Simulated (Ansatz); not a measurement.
**Two runs on Y**

System: Y (2 atoms in the cell).
Method of run A: DFT, m-r2SCAN, plane waves (500 eV) with PAW, scalar-relativistic, spin-polarised (Ansatz 0.2.0).

Text and figures count atoms from 1; the logs count them from 0 in places.

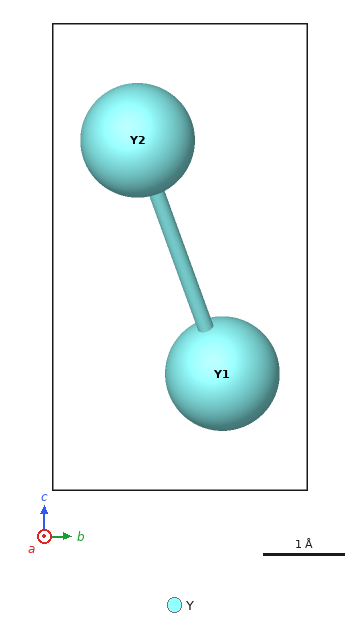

Figure 1. The structure as given in the input (ball-and-stick view of the cell of the calculation, along the a axis; atoms are numbered from 1 in the order of the input).

## Input file, run A
```yaml
crystal:
  lattice:
    - [3.6578224059, 0.0, 0.0]
    - [-1.8289112029, 3.167767126, 0.0]
    - [0.0, 0.0, 5.811487685]
  atoms:
    - { symbol: "Y", position: [0.3333333333, 0.6666666667, 0.25], spin: 0.327 }
    - { symbol: "Y", position: [0.6666666667, 0.3333333333, 0.75], spin: 0.327 }
hamiltonian:
  xc: mr2scan
  pseudopotentials:
    kind: paw
    azcp:
      "Y": "pseudopotentials/Y.paw.azcp"
basis:
  ecutwfc: 500
  fft_grid_basis: typed
kpoints:
  mp_grid: { grid: [16, 16, 9], shift: [0, 0, 0] }
magnetization:
  spin_polarized: true
scf:
  occupations: { method: fermi_dirac, width: 0.05 }
```

Hardware: 4 threads of an x86-64 CPU, shared host.

## Output, shortened to warnings, some set-up lines, iterations and results (run A)
```
Basis set: ecut = 500 eV, 1725 PW (Γ), exchange–correlation on 108×108×180 points (64 copies of the dense FFT grid, shifted against one another)
Symmetry: 24 space group operations
k-points: 150 of 2304
Initial density: superposition of atomic densities (chi_scale 0.1, normalization cell)
[...]
SCF iter   1: F=—  HF=-7719.344948 eV  |F-HF|=—  |Δ(HF+E_count)|=         —  Δρ=1.09e-2 (↑1.09e-2 ↓6.36e-3)  dr2=2.81e-1  dr2_τ=1.76e-3  dr2_m=6.57e-3  M=0.545 μB ∫|m|=0.545 …
SCF iter   2: F=—  HF=-7719.454909 eV  |F-HF|=—  |Δ(HF+E_count)|=         —  Δρ=7.12e-3 (↑7.12e-3 ↓6.32e-3)  dr2=1.77e-1  dr2_τ=2.76e-4  dr2_m=8.15e-4  M=0.626 μB ∫|m|=0.626 …
SCF iter   3: F=—  HF=-7719.445958 eV  |F-HF|=—  |Δ(HF+E_count)|=   8.95e-3  Δρ=5.52e-3 (↑5.52e-3 ↓5.45e-3)  dr2=1.14e-1  dr2_τ=2.89e-4  dr2_m=1.24e-3  M=0.780 μB ∫|m|=0.780 …
SCF iter   4: F=—  HF=-7719.447195 eV  |F-HF|=—  |Δ(HF+E_count)|=   1.24e-3  Δρ=2.13e-3 (↑1.41e-3 ↓2.13e-3)  dr2=4.87e-3  dr2_τ=1.81e-4  dr2_m=5.88e-4  M=1.208 μB ∫|m|=1.208 …
SCF iter   5: F=—  HF=-7719.447212 eV  |F-HF|=—  |Δ(HF+E_count)|=   1.62e-5  Δρ=1.23e-3 (↑1.06e-3 ↓1.23e-3)  dr2=2.39e-3  dr2_τ=3.20e-5  dr2_m=4.58e-5  M=1.207 μB ∫|m|=1.207 …
[... 6 lines ...]
SCF iter  12: F=—  HF=-7719.445277 eV  |F-HF|=—  |Δ(HF+E_count)|=   5.15e-6  Δρ=4.23e-6 (↑4.03e-6 ↓4.23e-6)  dr2=3.03e-8  dr2_τ=3.60e-10  dr2_m=1.08e-9  M=1.138 μB ∫|m|=1.138 …
SCF iter  13: F=—  HF=-7719.445276 eV  |F-HF|=—  |Δ(HF+E_count)|=   4.20e-7  Δρ=3.24e-6 (↑3.24e-6 ↓2.89e-6)  dr2=9.25e-9  dr2_τ=2.55e-10  dr2_m=3.04e-9  M=1.137 μB ∫|m|=1.137 …
SCF iter  14: F=—  HF=-7719.445276 eV  |F-HF|=—  |Δ(HF+E_count)|=   2.77e-8  Δρ=8.80e-7 (↑7.35e-7 ↓8.80e-7)  dr2=5.60e-10  dr2_τ=3.03e-11  dr2_m=1.57e-10  M=1.137 μB …
SCF iter  15: F=-7719.445276 eV  HF=-7719.445276 eV  |F-HF|=8.55e-10  |Δ(HF+E_count)|=   1.66e-9  Δρ=5.84e-7 (↑5.03e-7 ↓5.84e-7)  dr2=3.72e-10  dr2_τ=1.87e-11  dr2_m=1.31e-11 …
SCF 1 converged in 15 iterations: F = -7719.445276 eV  dr2 = 3.72e-10
this state was not tested for a lower state beside it, because the mixer in use, unlike msr1, does not test its closes by its own steps (another_mixer; see scf.mixing.algorithm and scf.lower_state_search)
SCF converged after 15 iterations
Magnetization: 1.1368 μB (11.5684 up, 10.4316 down)
Absolute magnetization: 1.1368 μB (∫|ρ↑−ρ↓|, with the PAW one-centre terms)
Spin contamination: 0.0055 ħ² per cell (⟨S²⟩ above its minimum at these occupations)
Per-site moments (μB) at R_I (Å): [(0.324289252014103, 1.4817442999775567), (0.3242892520141032, 1.4817442999775567)]
Free energy (F): -7719.445276 eV
Harris-Foulkes:  -7719.445276 eV  (|F-HF|=8.55e-10)
Internal energy: -7719.425410 eV  (E = F + TS)
E sigma→0 (E₀):  -7719.435343 eV
Entropy (-TS):   -0.019866 eV (-9.933 meV/atom)
Fermi energy:    9.120867 eV
--- Per-component energies (eV) ---
  E_band       = -267.251606
  E_kinetic    = 607.170243
  E_local      = -1242.719286  (includes V_loc(G=0)·N_el)
  E_nonlocal   = 99.550199
  E_hartree    = 392.847006
  E_xc         = -334.491874
  E_vxc        = -441.987594  (∫ρ·V_xc dr)
  E_paw        = -5683.242187  (= ΣΔE_a)
  E_vpaw       = -99.137574  (= ΣTr[D̂ρ^β])
  E_aug_tail   = 0.000006  (compensation charges beyond the density's cutoff)
  E_vtau       = 24.178499  (kinetic-family band-sum trace: ∫τ·v_τ [+ j·A + Jᵃ·Aᵃ] dr)
  E_ewald      = -1558.231610
  E_core_change = -0.307907  (= ΣΔE_core)
  E_smearing   = -0.019866  (= −TS)
  E_closure    = 0.000000  (closes the sum)
  Σ components = -7719.445276   (vs F -7719.445276, Δ=0.00e0)
```

The input of run B differs as follows (lines with − go, lines with + come):
```diff
-    - { symbol: "Y", position: [0.3333333333, 0.6666666667, 0.25], spin: 0.327 }
-    - { symbol: "Y", position: [0.6666666667, 0.3333333333, 0.75], spin: 0.327 }
+    - { symbol: "Y", position: [0.3333333333, 0.6666666667, 0.25], spin: 0.324 }
+    - { symbol: "Y", position: [0.6666666667, 0.3333333333, 0.75], spin: 0.324 }
+output:
+  stress: true
```

What does this change do to the results?

The energy is the same within 0.01 meV per atom. The number of SCF iterations is the same.

## Output, shortened to warnings, some set-up lines, iterations and results (run B)
```
Basis set: ecut = 500 eV, 1725 PW (Γ), exchange–correlation on 108×108×180 points (64 copies of the dense FFT grid, shifted against one another)
Symmetry: 24 space group operations
k-points: 150 of 2304
Initial density: superposition of atomic densities (chi_scale 0.1, normalization cell)
[...]
SCF iter   1: F=—  HF=-7719.345247 eV  |F-HF|=—  |Δ(HF+E_count)|=         —  Δρ=1.09e-2 (↑1.09e-2 ↓6.37e-3)  dr2=2.81e-1  dr2_τ=1.75e-3  dr2_m=6.45e-3  M=0.540 μB ∫|m|=0.540 …
SCF iter   2: F=—  HF=-7719.454675 eV  |F-HF|=—  |Δ(HF+E_count)|=         —  Δρ=7.11e-3 (↑7.11e-3 ↓6.32e-3)  dr2=1.77e-1  dr2_τ=2.76e-4  dr2_m=8.03e-4  M=0.620 μB ∫|m|=0.620 …
SCF iter   3: F=—  HF=-7719.445741 eV  |F-HF|=—  |Δ(HF+E_count)|=   8.93e-3  Δρ=5.52e-3 (↑5.52e-3 ↓5.44e-3)  dr2=1.14e-1  dr2_τ=2.88e-4  dr2_m=1.24e-3  M=0.774 μB ∫|m|=0.774 …
SCF iter   4: F=—  HF=-7719.447322 eV  |F-HF|=—  |Δ(HF+E_count)|=   1.58e-3  Δρ=2.13e-3 (↑1.40e-3 ↓2.13e-3)  dr2=4.85e-3  dr2_τ=1.78e-4  dr2_m=5.79e-4  M=1.203 μB ∫|m|=1.203 …
SCF iter   5: F=—  HF=-7719.447286 eV  |F-HF|=—  |Δ(HF+E_count)|=   3.61e-5  Δρ=1.22e-3 (↑1.05e-3 ↓1.22e-3)  dr2=2.38e-3  dr2_τ=3.13e-5  dr2_m=4.08e-5  M=1.203 μB ∫|m|=1.203 …
[... 6 lines ...]
SCF iter  12: F=—  HF=-7719.445277 eV  |F-HF|=—  |Δ(HF+E_count)|=   5.00e-6  Δρ=4.20e-6 (↑3.91e-6 ↓4.20e-6)  dr2=2.99e-8  dr2_τ=3.40e-10  dr2_m=9.11e-10  M=1.137 μB …
SCF iter  13: F=—  HF=-7719.445276 eV  |F-HF|=—  |Δ(HF+E_count)|=   4.38e-7  Δρ=3.24e-6 (↑3.24e-6 ↓2.86e-6)  dr2=9.55e-9  dr2_τ=2.59e-10  dr2_m=2.92e-9  M=1.137 μB ∫|m|=1.137 …
SCF iter  14: F=—  HF=-7719.445276 eV  |F-HF|=—  |Δ(HF+E_count)|=   2.68e-8  Δρ=8.59e-7 (↑7.14e-7 ↓8.59e-7)  dr2=5.11e-10  dr2_τ=2.80e-11  dr2_m=1.54e-10  M=1.137 μB …
SCF iter  15: F=-7719.445276 eV  HF=-7719.445276 eV  |F-HF|=8.24e-10  |Δ(HF+E_count)|=   1.41e-9  Δρ=5.58e-7 (↑4.96e-7 ↓5.58e-7)  dr2=3.41e-10  dr2_τ=1.76e-11  dr2_m=1.38e-11 …
SCF 1 converged in 15 iterations: F = -7719.445276 eV  dr2 = 3.41e-10
this state was not tested for a lower state beside it, because the mixer in use, unlike msr1, does not test its closes by its own steps (another_mixer; see scf.mixing.algorithm and scf.lower_state_search)
SCF converged after 15 iterations
Magnetization: 1.1368 μB (11.5684 up, 10.4316 down)
Absolute magnetization: 1.1368 μB (∫|ρ↑−ρ↓|)
Spin contamination: 0.0055 ħ² per cell (⟨S²⟩ above its minimum at these occupations)
Per-site moments (μB) at R_I (Å): [(0.32428885268766255, 1.4817442999775567), (0.32428885268766233, 1.4817442999775567)]
Free energy (F): -7719.445276 eV
Harris-Foulkes:  -7719.445276 eV  (|F-HF|=8.24e-10)
Internal energy: -7719.425410 eV  (E = F + TS)
E sigma→0 (E₀):  -7719.435343 eV
Entropy (-TS):   -0.019866 eV (-9.933 meV/atom)
Fermi energy:    9.120867 eV
--- Per-component energies (eV) ---
  E_band       = -267.251602
  E_kinetic    = 607.170238
  E_local      = -1242.719279  (includes V_loc(G=0)·N_el)
  E_nonlocal   = 99.550199
  E_hartree    = 392.847002
  E_xc         = -334.491873
  E_vxc        = -441.987592  (∫ρ·V_xc dr)
  E_paw        = -5683.242187  (= ΣΔE_a)
  E_vpaw       = -99.137579  (= ΣTr[D̂ρ^β])
  E_aug_tail   = 0.000006  (compensation charges beyond the density's cutoff)
  E_vtau       = 24.178499  (kinetic-family band-sum trace: ∫τ·v_τ [+ j·A + Jᵃ·Aᵃ] dr)
  E_ewald      = -1558.231610
  E_core_change = -0.307907  (= ΣΔE_core)
  E_smearing   = -0.019866  (= −TS)
  E_closure    = 0.000000  (closes the sum)
  Σ components = -7719.445276   (vs F -7719.445276, Δ=0.00e0)
--- Stress (GPa, compression-positive) ---
       -0.017574      -0.000000       0.000000
       -0.000000      -0.017574      -0.000000
        0.000000      -0.000000      -0.012252
  P = ⅓ Tr σ = -0.0158 GPa (-0.158 kbar)
```

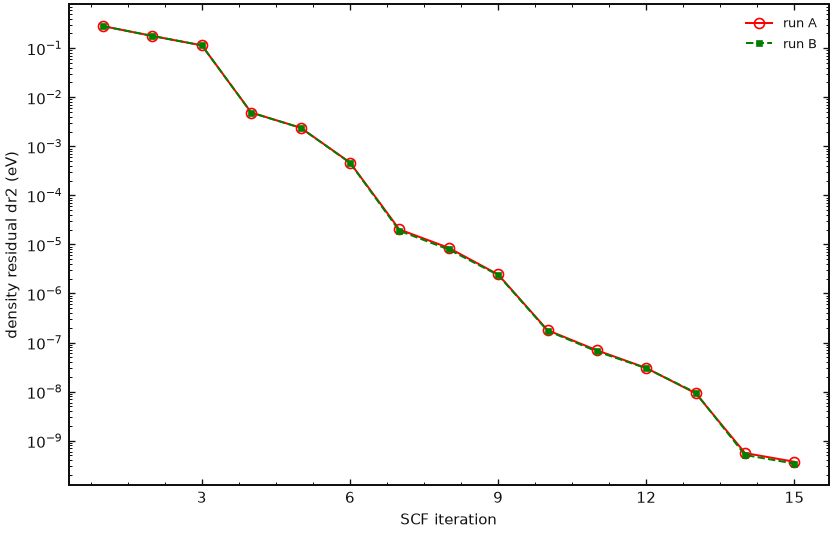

Figure 2. Convergence of the two runs: density residual dr2 against the SCF iteration. Run A takes 15 iterations in all, and run B takes 15.

## The two runs side by side

| quantity | run A | run B |
| --- | --- | --- |
| outcome | converged | converged |
| free energy per atom (eV) | −3859.7226 | −3859.7226 |
| energy per atom, smearing taken to zero (eV) | −3859.7177 | −3859.7177 |
| net moment of the cell (μB) | 1.14 | 1.14 |
| absolute moment of the cell (μB) | 1.14 | 1.14 |
| SCF iterations | 15 | 15 |
| irreducible k-points | 150 | 150 |
| plane waves at Γ | 1725 | 1725 |
| pressure (GPa) | – | −0.02 |
| wall time (shared host) | 15 s | 17 s |

For both runs: Warnings: the state was not tested for a lower one.
